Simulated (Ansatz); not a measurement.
**S₆Sr₅ (charge −1, doublet): density, localisation and related maps**

Input file:

```
crystal:
  periodic: [false, false, false]
  atoms:
    - {symbol: Sr, position_ang: [1.007467, -3.725105, 0.009956]}
    - {symbol: Sr, position_ang: [2.118095, -1.434001, 3.030568]}
    - {symbol: Sr, position_ang: [3.880852, -0.541041, -0.390330]}
    - {symbol: Sr, position_ang: [0.131464, -0.039379, -0.134669]}
    - {symbol: Sr, position_ang: [1.631649, -1.801578, -3.383869]}
    - {symbol: S, position_ang: [-0.298010, -2.111293, 1.955148]}
    - {symbol: S, position_ang: [2.095032, 0.643294, -2.261314]}
    - {symbol: S, position_ang: [-0.589359, -2.331548, -1.887543]}
    - {symbol: S, position_ang: [3.422090, -3.200191, -1.658941]}
    - {symbol: S, position_ang: [2.386263, 0.863601, 1.580937]}
    - {symbol: S, position_ang: [3.640857, -3.034759, 1.226357]}
basis:
  gaussian: {orbitals: def2-SVP, initial_orbitals: start.molden}
total_charge: -1
magnetization: {spin_polarized: true, initial_magnetization: 1}
hamiltonian: {xc: pbe0, dispersion: d4}
scf: {omitted_lower_state_checks: [starts]}
output: {orbitals: {seedname: orbitals}}
```

Command:

```sh
ansatz run in.yaml --threads 4 --pin off --events-out ev --progress --plain --max-ram 6963MiB
```

Geometry: PBE-D4/def2-SVP; core potentials replace the inner electrons of Sr.

Computed with UKS PBE0-D4/def2-SVP (Ansatz 0.2.0).

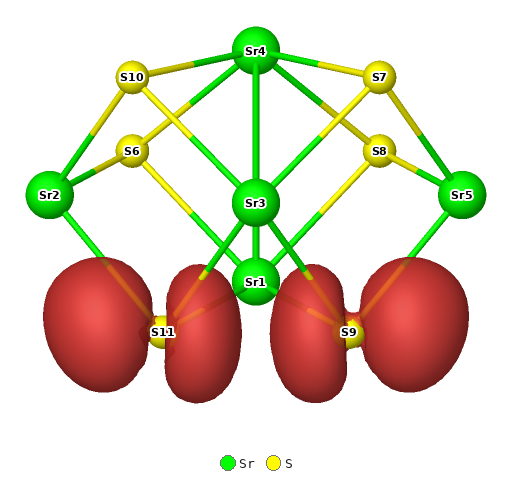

Figure 1. Isosurface of the spin density at +0.015 e/Å³ (red), seen from one side.

Describe the spin distribution.

Answer. The unpaired spin (1 electron) lies mostly on S9 (about 0.4) and S11 (about 0.4), in electrons by Hirshfeld's partition.

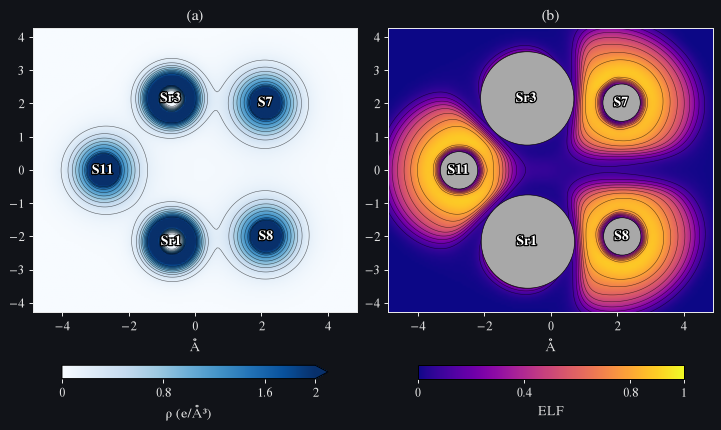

Figure 2. (a) electron density; (b) ELF on the plane of atoms Sr1, S11 and Sr3. Grey discs cover the atomic cores in the ELF map.

Read the bonding off the picture.

Answer.
- The section cuts through Sr and S sites.
- Sr–S (2.84 Å): the density is about 0.23 e/Å³ at the midpoint; the ELF peaks at about 0.85 in the valence shell of S, 0.9 Å from its nucleus, and is about 0.20 at the midpoint; an ionic contact with no shared pair.
- Sr–S (2.98 Å): ρ at the midpoint is about 0.17 e/Å³; the ELF peaks at about 0.85 in the valence shell of S, 0.9 Å from its nucleus, and is about 0.15 at the midpoint; an ionic contact with no shared pair.

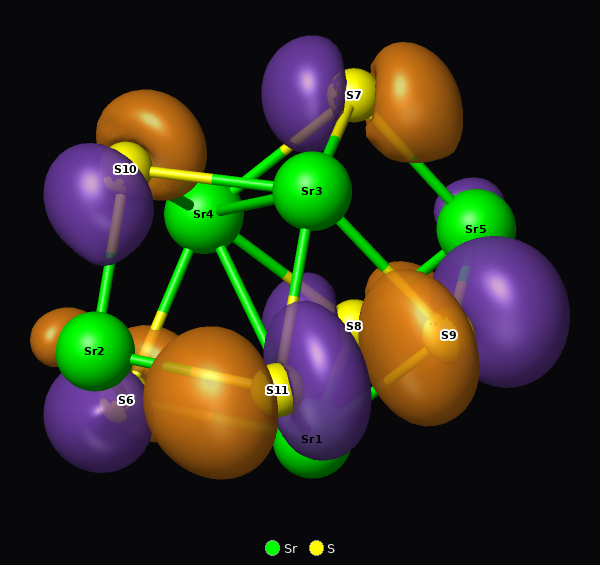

Figure 3. The HOMO−1 (α) at ±0.08 Å⁻³ᐟ² (orange and purple are the two phases), seen at a tilt.

Describe this orbital and give its energy.

Answer. It lies mainly on S9 (about 25 %), S11 (about 25 %), S6 (about 10 %), S7 (about 10 %), S8 (about 10 %) and S10 (about 10 %); largely a combination of lone pairs on S9, S11, S6, S7, S8 and S10. Its energy is −2.08 eV.

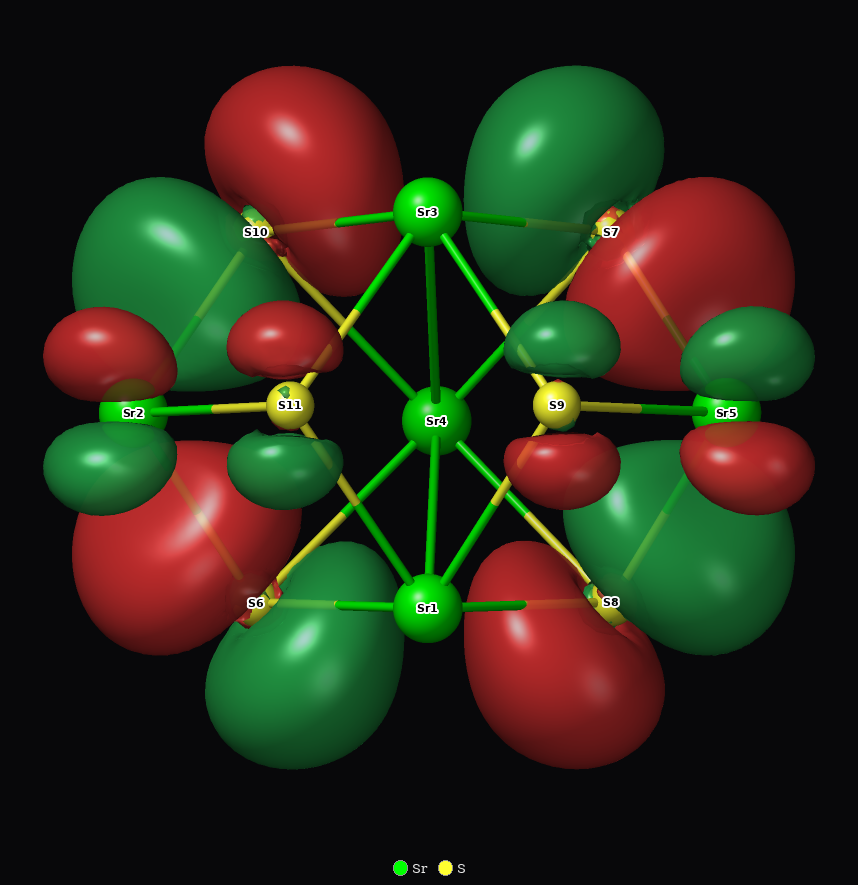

Figure 4. The HOMO (β) at ±0.05 Å⁻³ᐟ² (green and red are the two phases), seen across its widest extent.

Describe this orbital and give its energy.

Answer. By Hirshfeld shares it lies mainly on S6 (about 20 %), S7 (about 20 %), S8 (about 20 %), S10 (about 20 %), Sr2 (about 5 %) and Sr5 (about 5 %); largely a combination of lone pairs on S6, S7, S8 and S10. Its energy is −2.03 eV.
